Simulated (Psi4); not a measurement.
**UM06-2X/def2-SVP run of SiNH3ClO (SMILES [NH][SiH](O)Cl)**

Aim: the vertical ionisation energy of SiNH3ClO at UM06-2X/def2-SVP, from 2 runs. 

The calculation is run with Psi4 1.11.

## Step 1: The system as given

SiNH3ClO: 7 atoms, total charge 0, spin state doublet. SMILES: `[NH][SiH](O)Cl`. The shape is that of a PBE0-D4/def2-TZVP optimisation. This is one conformer, not always the lowest.

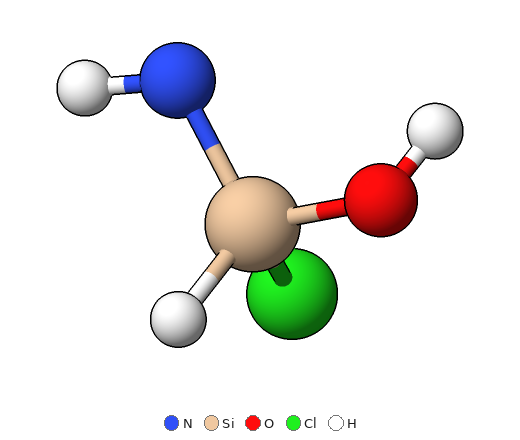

Viewed from a chosen angle; nitrogen blue, silicon light orange, oxygen red, chlorine green, hydrogen white.

## Step 2: Energy and forces at UM06-2X/def2-SVP

Contents of clh3nosi.dat:

```
memory 2200 mb

molecule {
  0 2
  N     -0.309900     1.111500    -0.879100
  Si    -0.073900    -0.114300     0.330400
  O      1.465600    -0.630300     0.304800
  Cl    -1.390000    -1.593900    -0.221000
  H     -1.151500     1.677300    -0.756300
  H     -0.348600     0.280200     1.724700
  H      1.869600    -0.798400    -0.549200
  symmetry c1
  no_reorient
  no_com
}

set globals {
  reference uks
  puream true
  e_convergence 1e-09
  d_convergence 1e-08
  scf_type pk
  dft_radial_points 99
  dft_spherical_points 590
  maxiter 100
}

e_tot, wfn = gradient('m06-2x/def2-SVP', return_wfn=True)
oeprop(wfn, 'WIBERG_LOWDIN_INDICES', 'DIPOLE', 'MULLIKEN_CHARGES', title='M06-2X')
print_variables()
```

Started as:

```
$ psi4 -n 1 clh3nosi.dat clh3nosi.out
```

clh3nosi.out:

```text
[...]
  Running in c1 symmetry.
[...]
  Nuclear repulsion =  216.933065285409384
[...]
  Multiplicity = 2
[...]
  Nalpha       = 25
  Nbeta        = 24
[...]
    Number of basis functions: 79
[...]
   @UKS iter   1:  -880.83758546821036   -3.22217e-01   8.96747e-03 ADIIS/DIIS
[...]
   @UKS iter  17:  -881.09475992254863   -2.84217e-12   5.65447e-09 DIIS
[...]
   @S^2 Observed:                7.529971024E-01
[...]
    Orbital Energies [Eh]
    ---------------------
    Alpha Occupied:
       1A   -102.628334     2A    -67.082260     3A    -19.646729
       4A    -14.786619     5A     -9.799574     6A     -7.525139
       7A     -7.520983     8A     -7.520720     9A     -5.615040
      10A     -3.929392    11A     -3.927626    12A     -3.926620
      13A     -1.126907    14A     -0.951931    15A     -0.912655
      16A     -0.655664    17A     -0.570537    18A     -0.512734
      19A     -0.486223    20A     -0.453577    21A     -0.429021
      22A     -0.405101    23A     -0.389626    24A     -0.379716
      25A     -0.368166
    Alpha Virtual:
[...]
  @UKS Final Energy:  -881.09475992254863
   => Energetics <=
    Nuclear Repulsion Energy =            216.9330652854093842
    One-Electron Energy =               -1648.0394715187071597
    Two-Electron Energy =                 581.3009463242804031
    DFT Exchange-Correlation Energy =     -31.2893000135312640
    Empirical Dispersion Energy =           0.0000000000000000
    VV10 Nonlocal Energy =                  0.0000000000000000
    Total Energy =                       -881.0947599225486329
[...]
  -Total Gradient:
     Atom            X                  Y                   Z
    ------   -----------------  -----------------  -----------------
       1       -0.002501406046    -0.001328952152     0.003309507590
       2        0.005752049965    -0.004336070106    -0.007608452395
       3       -0.008430168262     0.003383410087    -0.002010675898
       4        0.003063919611     0.003926536367     0.001411031730
       5        0.003503913950    -0.002528136966     0.000257690668
       6        0.000598291744     0.000052810248     0.001022297504
       7       -0.002149649866     0.000776913908     0.003449376579
[...]
 Multipole Moments:
 ------------------------------------------------------------------------------------
     Multipole            Electronic (a.u.)      Nuclear  (a.u.)        Total (a.u.)
 ------------------------------------------------------------------------------------
 L = 1.  Multiply by 2.5417464519 to convert [e a0] to [Debye]
 Dipole X            :         27.8175437          -27.8538072           -0.0362635
 Dipole Y            :         47.3030003          -46.8638851            0.4391152
 Dipole Z            :          4.5119673           -4.5873102           -0.0753428
 Magnitude           :                                                    0.4470053
[...]
  Mulliken Charges: (a.u.)
   Center  Symbol    Alpha    Beta     Spin     Total
       1     N     4.16012  3.17175  0.98837 -0.33188
       2    SI     6.62508  6.63162 -0.00654  0.74330
       3     O     4.20339  4.19868  0.00471 -0.40208
       4    CL     8.66231  8.62400  0.03831 -0.28632
       5     H     0.40505  0.44010 -0.03505  0.15485
       6     H     0.55362  0.54308  0.01054 -0.09670
       7     H     0.39043  0.39076 -0.00033  0.21882
   Total alpha = 25.00000, Total beta = 24.00000, Total charge = -0.00000
  Wiberg Bond Indices using Orthogonal Lowdin Orbitals:
[...]
```

It took 69 s on 1 thread of Intel Xeon Platinum 8259CL at 2.50GHz (Skylake/Cascade Lake), shared host; peak memory 1.2 GiB.

## Step 3: The singlet cation

Contents of clh3nosi.xyz:

```xyz
7
ClH3NOSi
N     -0.309900     1.111500    -0.879100
Si    -0.073900    -0.114300     0.330400
O      1.465600    -0.630300     0.304800
Cl    -1.390000    -1.593900    -0.221000
H     -1.151500     1.677300    -0.756300
H     -0.348600     0.280200     1.724700
H      1.869600    -0.798400    -0.549200
```

Contents of clh3nosi.py:

```python
import psi4

psi4.set_memory(2200000000)
psi4.set_num_threads(1)
psi4.core.set_output_file('output.dat', False)

with open('clh3nosi.xyz') as f:
    atoms = ''.join(f.readlines()[2:])
mol = psi4.geometry('1 1\n' + atoms + 'symmetry c1\nno_reorient\nno_com')

options = {'basis': 'def2-SVP', 'reference': 'rks', 'puream': True, 'e_convergence': 1e-09, 'd_convergence': 1e-08, 'scf_type': 'pk', 'dft_radial_points': 99, 'dft_spherical_points': 590}
psi4.set_options(options)

e_tot, wfn = psi4.gradient('M06-2X', return_wfn=True)
psi4.oeprop(wfn, 'WIBERG_LOWDIN_INDICES', 'DIPOLE', 'MULLIKEN_CHARGES', title='M06-2X')
print('gradient / Eh bohr^-1')
print(e_tot.np.round(6))
print(f'energy = {wfn.energy():.10f} Eh')
for k, v in sorted(psi4.core.scalar_variables().items()):
    print(f'{k:45s} {v:18.10f}')
```

Started as:

```
$ python clh3nosi.py
```

output.dat, cut to the lines that bear on the results:

```text
[...]
  Running in c1 symmetry.
[...]
  Nuclear repulsion =  216.933065285409384
[...]
  Multiplicity = 1
[...]
  Nalpha       = 24
  Nbeta        = 24
[...]
    Number of basis functions: 79
[...]
   @RKS iter   1:  -880.49372773882101    2.16406e-02   7.46846e-03 DIIS/ADIIS
[...]
   @RKS iter  18:  -880.66717856793468   -9.32232e-12   6.76271e-09 DIIS
[...]
  @RKS Final Energy:  -880.66717856793468
   => Energetics <=
    Nuclear Repulsion Energy =            216.9330652854093842
    One-Electron Energy =               -1635.6589335284145363
    Two-Electron Energy =                 569.1586158763246885
    DFT Exchange-Correlation Energy =     -31.0999262012542559
    Empirical Dispersion Energy =           0.0000000000000000
    VV10 Nonlocal Energy =                  0.0000000000000000
    Total Energy =                       -880.6671785679346840
[...]
  -Total Gradient:
     Atom            X                  Y                   Z
    ------   -----------------  -----------------  -----------------
       1        0.007962281127     0.006329668378     0.022914730903
       2       -0.031044642231     0.040217457642    -0.051461166764
       3        0.013656756725    -0.012205318676     0.002858813026
       4        0.001352669685    -0.017459461690     0.014593124141
       5        0.013587165041    -0.015552791076     0.000114243340
       6        0.005090128665    -0.007867587477     0.004369733980
       7       -0.010733600917     0.006488377680     0.006467730489
[...]
 Multipole Moments:
 ------------------------------------------------------------------------------------
     Multipole            Electronic (a.u.)      Nuclear  (a.u.)        Total (a.u.)
 ------------------------------------------------------------------------------------
 L = 1.  Multiply by 2.5417464519 to convert [e a0] to [Debye]
 Dipole X            :         26.8766968          -27.8538072           -0.9771104
 Dipole Y            :         47.4370390          -46.8638851            0.5731539
 Dipole Z            :          4.0005272           -4.5873102           -0.5867829
 Magnitude           :                                                    1.2757603
[...]
  Mulliken Charges: (a.u.)
   Center  Symbol    Alpha    Beta     Spin     Total
       1     N     3.47662  3.47662  0.00000  0.04675
       2    SI     6.64329  6.64329  0.00000  0.71342
       3     O     4.16273  4.16273  0.00000 -0.32547
[...]
```

Standard output:

```text
gradient / Eh bohr^-1
[[ 0.007962  0.00633   0.022915]
 [-0.031045  0.040217 -0.051461]
 [ 0.013657 -0.012205  0.002859]
 [ 0.001353 -0.017459  0.014593]
 [ 0.013587 -0.015553  0.000114]
 [ 0.00509  -0.007868  0.00437 ]
 [-0.010734  0.006488  0.006468]]
energy = -880.6671785679 Eh
CURRENT ENERGY                                   -880.6671785679
CURRENT REFERENCE ENERGY                         -880.6671785679
DD SOLVATION ENERGY                                 0.0000000000
DFT FUNCTIONAL TOTAL ENERGY                      -880.6671785679
DFT TOTAL ENERGY                                 -880.6671785679
DFT VV10 ENERGY                                     0.0000000000
DFT XC ENERGY                                     -31.0999262013
GRID ELECTRONS ALPHA                               23.9999995978
GRID ELECTRONS BETA                                23.9999995978
GRID ELECTRONS TOTAL                               47.9999991957
NUCLEAR REPULSION ENERGY                          216.9330652854
ONE-ELECTRON ENERGY                             -1635.6589335284
PCM POLARIZATION ENERGY                             0.0000000000
PE ENERGY                                           0.0000000000
SCF ITERATION ENERGY                             -880.6671785679
SCF ITERATIONS                                     18.0000000000
SCF TOTAL ENERGY                                 -880.6671785679
TWO-ELECTRON ENERGY                               569.1586158763
XC GRID RADIAL POINTS                              99.0000000000
XC GRID SPHERICAL POINTS                          590.0000000000
XC GRID TOTAL POINTS                           387183.0000000000
```

Run time: 49 s. Hardware: 1 thread of Intel Xeon Platinum 8259CL at 2.50GHz (Skylake/Cascade Lake), shared host; peak memory 1.2 GiB.

## Step 4: What came out

At UM06-2X/def2-SVP:

| quantity | value |
| --- | --- |
| doublet SiNH3ClO: total energy | -881.09476 Eh |
| doublet SiNH3ClO: dipole moment | 1.14 D |
| doublet SiNH3ClO: HOMO energy (highest over α and β) | -9.48 eV |
| doublet SiNH3ClO: LUMO energy (lowest over α and β) | -2.32 eV |
| doublet SiNH3ClO: ⟨S²⟩ | 0.753 |
| doublet SiNH3ClO: largest force on an atom | 0.539 eV/Å |
| singlet cation: total energy | -880.66718 Eh |
| singlet cation: HOMO energy | -16.66 eV |
| singlet cation: LUMO energy | -12.55 eV |
| singlet cation: HOMO–LUMO gap | 4.11 eV |
| singlet cation: largest force on an atom | 3.719 eV/Å |
| vertical ionisation energy (to the singlet cation) | 11.635 eV |

Removing an electron at fixed nuclei costs 11.64 eV (268 kcal/mol). The largest force (doublet SiNH3ClO) is 0.54 eV/Å: the shape isn't a stationary point for this species at this level. Only the singlet of the ionised species was computed; a triplet could lie lower. Mulliken charges (doublet SiNH3ClO) run from -0.40 on O3 to +0.74 on Si2.
